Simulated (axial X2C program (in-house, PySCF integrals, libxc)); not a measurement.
# Relativistic diatomic calculation for IIn⁻

- system: IIn⁻, single determinant with Ω = 1/2.
- method: r2SCAN, two-component X2C with atomic mean-field Coulomb and Gaunt terms, I dyall-acv3z, In dyall-acv3z (cores contracted) (axial X2C program (in-house, PySCF integrals, libxc))

**Input file**
```
{"zs": [53, 49], "q": -1, "bas": ["dyall-acv3z", "dyall-acv3z"], "levels": ["PBE0", "HF", "r2SCAN"], "cc": true, "r0": 2.75, "thr": -1.0, "nmax": 90, "npts": 10, "nst": 2, "ntry": 6}
```

The line is the task of a batch: nuclear charges, charge, bases, the levels to run, a first guess of the distance and further settings. This report covers r2SCAN with spin-orbit coupling. The log is that of the reference distance 3.014 Å.

The run was one of a batch that the task file lists, launched with:
```bash
python <driver script> task.json out
```

**Log**
```
two-component X2C + atomic mean field  r2SCAN
basis functions 285  fitting functions 1436  grid points 5803
iter        total energy     max residual
   1     -12991.390862292     1.62e-01
   2     -12991.395089014     2.41e-03
   3     -12991.394812601     3.01e-03
   4     -12991.395340406     5.27e-04
   5     -12991.395345545     3.98e-04
   6     -12991.395351882     6.25e-05
   7     -12991.395352046     2.82e-05
   8     -12991.395352121     1.44e-05
   9     -12991.395352131     3.69e-06
  10     -12991.395352132     1.42e-06
converged
one-electron -18763.12648506  Coulomb 5667.95761887  exact exchange 0.00000000  xc functional -344.58608421  nuclear repulsion 455.96324378  atomic mean-field constant -7.60364551
```

**The points of the curve**

```csv
R (Å),E (hartree),"dipole (D; origin at the first atom, positive when the second is positive)",highest filled (eV),lowest empty (eV)
2.743,−12991.391130,−8.64,1.30,1.45
2.833,−12991.393979,−8.27,1.26,1.41
2.924,−12991.395232,−7.92,1.21,1.37
3.014,−12991.395352,−7.58,1.16,1.32
3.119,−12991.394475,−7.21,1.09,1.25
3.225,−12991.392896,−6.86,1.02,1.18
3.361,−12991.390239,−6.43,0.92,1.08
```

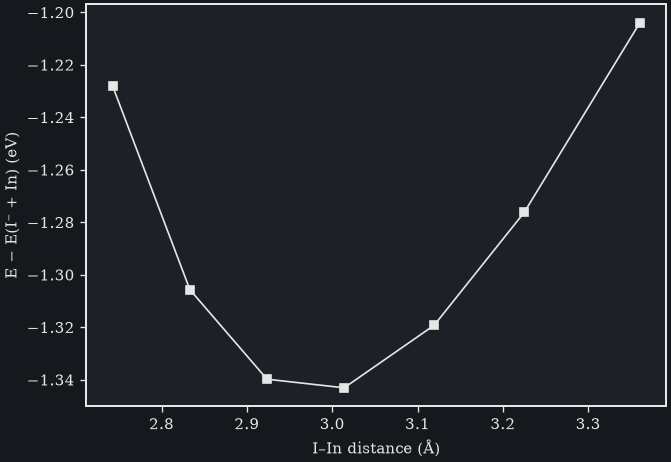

Energy at 7 bond lengths, for one set of occupations held fixed; the line joins the points. A polynomial of degree 5 through 7 points gives rₑ = 2.978 Å, ωₑ = 117.6 cm⁻¹, ωₑxₑ = 0.45 cm⁻¹ and Bₑ = 0.03151 cm⁻¹. The minimum lies 1.34 eV below I⁻ + In, each computed as one determinant at the same level.

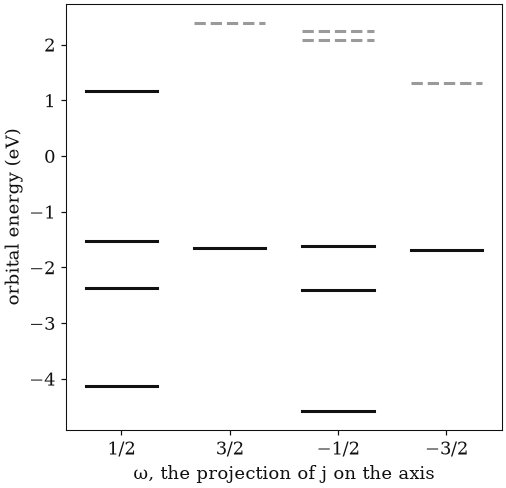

Orbital energies near the frontier at 3.01 Å, filled (solid) and empty (dashed). The highest filled spinor (1/2; 85 % In p, 6 % I d) lies at 1.16 eV, the lowest empty one (−3/2; 84 % In p, 6 % I d) at 1.32 eV. A filled level above zero is held only by the finite basis .

**Key numbers**

| quantity | value |
| --- | --- |
| outcome | converged; a filled level lies above zero |
| bond length rₑ | 2.978 Å |
| ωₑ | 117.6 cm⁻¹ |
| energy at the minimum | −12991.39542 hartree |
| depth below the fragments | 1.34 eV |
| hardware | 1 thread of Arm Neoverse V1, 24 GiB of memory available, shared host |
| wall time | 9.3 s |

**Remarks**

The highest filled level (r2SCAN, up to 1.30 eV) lies above zero. That is common for anions, where the functional's self-interaction leaves the outer electrons unbound; only the finite basis holds them, so such levels depend on it. Limits: 7 of the 10 points asked for were kept.
